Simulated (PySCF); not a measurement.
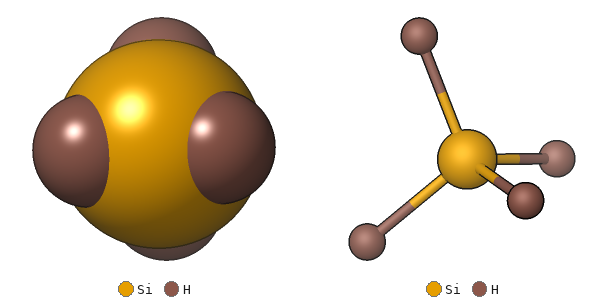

Figure made from data computed with PySCF.

The same structure drawn twice, from different directions.

Which formula does it have?

Answer. SiH4, 5 atoms: 1 silicon and 4 hydrogen.

Which point group does it belong to?

Answer. Td.
